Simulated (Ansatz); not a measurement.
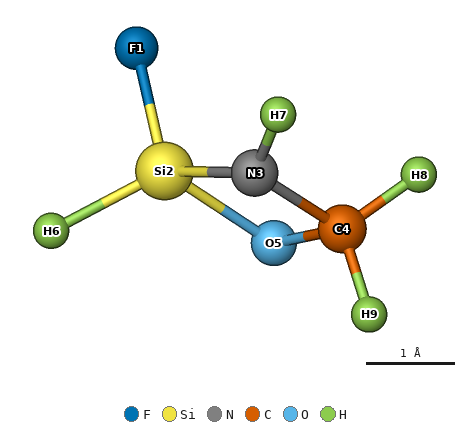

*The structure as given in the input (ball-and-stick view, seen at a tilt; atoms are numbered from 1 in the order of the input).*

Single-point calculation, with input and output: CH4FNOSi

System: CH4FNOSi.
Method: RKS PBE-D4/def2-TZVPP (Ansatz 0.2.0).

The geometry comes from this level: PBE0-D4/def2-TZVP. Figures and captions count atoms from 1; the log counts them from 0 in places.

What the program printed
```
Functional definition: PBE
  name "PBE"
  cite "Perdew, Burke & Ernzerhof, Phys. Rev. Lett. 77, 3865 (1996) doi:10.1103/PhysRevLett.77.3865"
  parent pbe
  parameter kappa = 0.804
  parameter beta = 0.06672455060314922
  exchange = pbe_x(kappa = kappa, mu = beta*pi^2/3)
  correlation = pbe_c(beta = beta)
1166 factors; their error is unknown
mean field evaluation 1: about -15215.6055 eV, gradient 8.3e1 eV
mean field evaluation 2: about -15174.7570 eV, gradient 1.6e2 eV
mean field evaluation 4: about -15227.5773 eV, gradient 1.5e1 eV
mean field evaluation 8: about -15227.8923 eV, gradient 1.0e-1 eV
mean field evaluation 16: about -15227.8623 eV, gradient 7.8e-3 eV
mean field -15227.86227251 eV, -559.6136166988 hartree, gradient 8.0e-6 eV, S^2 0.000000; 0 other end points of the search recorded, 0 dependent functions left out
the calculation of the forces begins
reference -15227.86231232 eV, -559.6136181620 hartree; 24, 24 occupied and 198, 198 virtual orbitals, 1166 factors
Total energy: -15228.03988881 eV, -559.6201439774 hartree
Atom 0 at    -1.383864    -0.054423    -1.912910 Å, force    -0.176155    -0.085122    -0.659494 eV/Å
Atom 1 at    -1.044010     0.170647    -0.376642 Å, force    -0.256722     0.307076     0.179314 eV/Å
Atom 2 at     0.483774     0.819613     0.008207 Å, force     0.072913     0.321952     0.147246 eV/Å
Atom 3 at     0.841681    -0.490940     0.555094 Å, force     0.275479     0.041459     0.043634 eV/Å
Atom 4 at    -0.428561    -1.150858     0.406375 Å, force    -0.277282    -0.750619     0.263038 eV/Å
Atom 5 at    -2.270590     0.759704     0.184073 Å, force    -0.159947     0.074739     0.072233 eV/Å
Atom 6 at     1.163079     1.371678    -0.483532 Å, force     0.248228     0.213877    -0.179591 eV/Å
Atom 7 at     1.618183    -1.015129    -0.013290 Å, force     0.203305    -0.121418    -0.118212 eV/Å
Atom 8 at     1.108709    -0.456491     1.615524 Å, force     0.070182    -0.001944     0.251833 eV/Å
Dipole moment:     0.338774     0.260512     0.045679 e Å
```

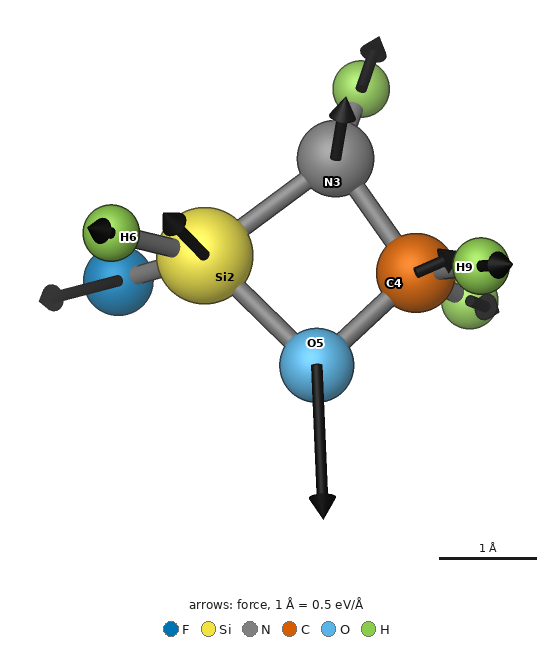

*Forces on the atoms as black arrows (ball-and-stick view, seen at a tilt; atoms are numbered from 1 in the order of the input).*

The largest act on O5 (0.84 eV/Å); F1 (0.69 eV/Å); Si2 (0.44 eV/Å); H7 (0.37 eV/Å), among others. The geometry is not a stationary point of this energy.

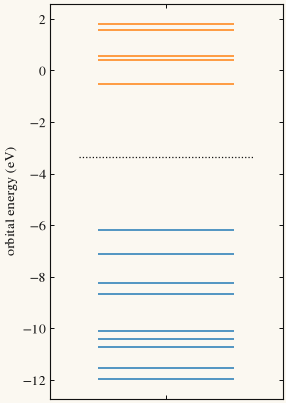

*Orbital energies near the frontier; the dotted line parts filled from empty levels, and levels within 0.02 eV of each other stand side by side.*

Highest filled −6.18 eV, lowest empty −0.52 eV, 5.66 eV apart.

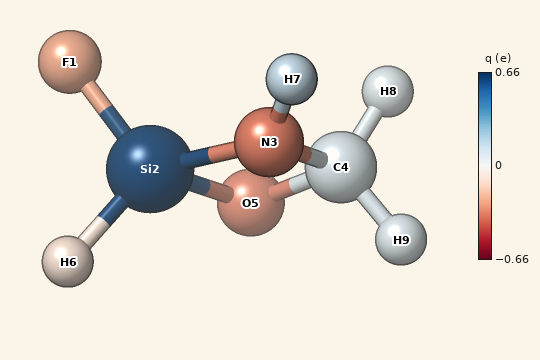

*Mulliken charges, as the colour of each atom (ball-and-stick view, seen at a tilt; atoms are numbered from 1 in the order of the input).*

By element: F −0.27, Si +0.63, N −0.34, C +0.10, O −0.35 and H −0.09 to +0.14 e.

This output came from the following input.

The input
```yaml
crystal:
  periodic: [false, false, false]
  atoms:
    - {symbol: F, position_ang: [-1.383864, -0.054423, -1.912910]}
    - {symbol: Si, position_ang: [-1.044010, 0.170647, -0.376642]}
    - {symbol: N, position_ang: [0.483774, 0.819613, 0.008207]}
    - {symbol: C, position_ang: [0.841681, -0.490940, 0.555094]}
    - {symbol: O, position_ang: [-0.428561, -1.150858, 0.406375]}
    - {symbol: H, position_ang: [-2.270590, 0.759704, 0.184073]}
    - {symbol: H, position_ang: [1.163079, 1.371678, -0.483532]}
    - {symbol: H, position_ang: [1.618183, -1.015129, -0.013290]}
    - {symbol: H, position_ang: [1.108709, -0.456491, 1.615524]}
basis:
  gaussian: {orbitals: def2-TZVPP}
hamiltonian: {xc: pbe, dispersion: d4}
output: {forces: true, orbitals: {seedname: orbitals}}
```

Launched with:
```bash
ansatz run in.yaml --threads 2 --pin off --events-out ev --progress --plain --max-ram 4352MiB
```

Summary

- outcome: converged
- total energy: −15228.0399 eV
- mean-field energy: −15227.8623 eV
- dispersion energy: −0.1776 eV
- SCF solution under orbital rotations: stable
- HOMO: −6.18 eV
- LUMO: −0.52 eV
- largest force (length of the vector): 0.842 eV/Å
- dipole moment: 2.06 D
- hardware: 2 threads of Arm Neoverse N1, 23 GiB of memory available, shared host
- wall time: 6 s (CPU time 11 s)
- peak memory: 0.26 GiB
